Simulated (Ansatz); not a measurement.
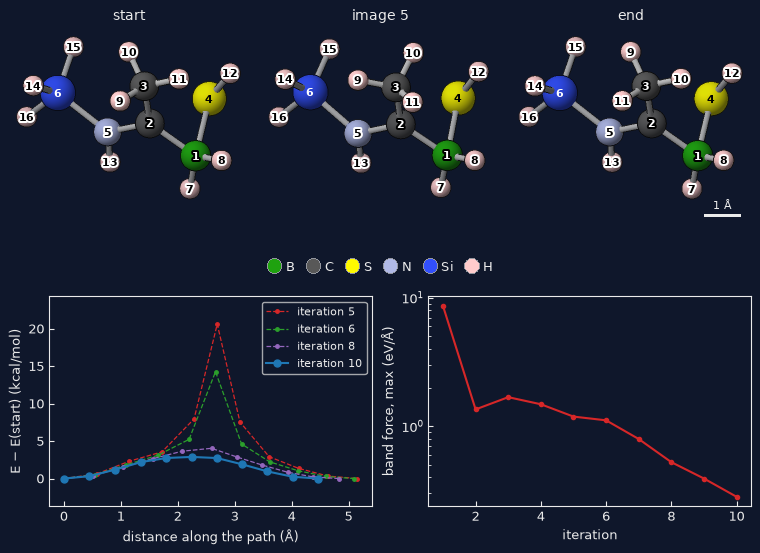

A nudged-elastic-band calculation for C₂H₁₀BNSSi. Images are numbered from 0 (start) to 10 (end). The plot follows the band through its iterations. The picture is a ball-and-stick view, seen from a free direction.

All numbers below come from Ansatz, RKS PBE/STO-3G. Set-up: 9 movable images; climbing image; force threshold 0.05 eV/Å; iteration limit 10; starting path through a guess of the saddle point.

> How did the profile develop, and is the result final?

The result isn't final. The band hadn't converged when the run stopped after 10 iterations. The largest component of the band force went from 8.6 to 0.28 eV/Å. The barrier read from it is provisional: over the last two iterations the highest image moved from 4.03 kcal/mol to 2.88 kcal/mol. The iteration limit was low. The first iteration put the highest image at 68.33 kcal/mol. The barrier is about 2.88 kcal/mol in both directions, with image 5 at the top; the ends have the same energy.

Limits of the set-up: STO-3G is a minimal basis, so the numbers are rough.
